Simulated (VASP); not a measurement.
Band structure of TiB2 (AlB2 type). These are PBEsol GGA, VASP's PBE PAW potentials (set 64) (plane waves; VASP 6.6.1) values and carry that method's errors.

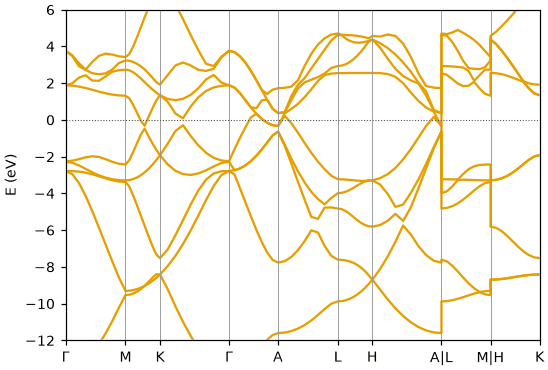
Bands along high-symmetry lines, zero at the valence-band maximum or, without a gap, the Fermi level

### Question
Read the plot: is there a gap, and where are the band edges?

### Answer
It has no gap at this level: it comes out as a metal or semimetal. (Edges off the drawn lines would not show.)

The compound is TiB2 in the AlB2 type structure. It was relaxed first.
